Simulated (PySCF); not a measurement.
# C6H5ClS (3-chlorothiophenol): the cost of one run

Programs: PySCF 2.14.0, with routines of our own; each step states its level. All values are computed. Atoms count from 0.

### Step 1. The starting structure

13 atoms, charge 0, multiplicity 1; geometry from: GFN2-xTB.

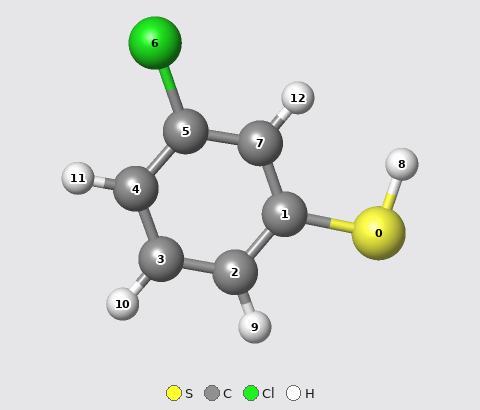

The starting geometry (sulfur yellow, carbon grey, chlorine green, hydrogen white).

### Step 2. Relaxing the molecule at PBE0-D3(BJ)/def2-SVP

The job: settings as JSON, then the geometry in Å.

```
{"job": {"xc": "PBE0", "basis": "def2-SVP", "d3": "d3bj", "grid": 2, "kind": "geom"}, "charge": 0, "multiplicity": 1}
S      2.862617    -0.211631    -0.025285
C      1.098897    -0.146959    -0.008200
C      0.394264    -1.345174     0.034204
C     -0.986768    -1.325574     0.050732
C     -1.678893    -0.125936     0.021504
C     -0.963513     1.059475    -0.023351
Cl    -1.806546     2.567881    -0.068687
C      0.420984     1.064325    -0.036165
H      3.056078     1.105470    -0.064415
H      0.933448    -2.279576     0.054419
H     -1.534413    -2.254547     0.086057
H     -2.756561    -0.108437     0.030811
H      0.956018     2.001170    -0.069353
```

Launch:

```console
OMP_NUM_THREADS=1 python excited_run.py task.json out
```

One launch serves the whole session: the jobs run in the order shown.

**Question.** How long does this first job take on 1 thread of Intel Xeon Platinum 8488C, shared host, and how much memory does it need?

About 51 s, with a peak of 0.71 GiB.
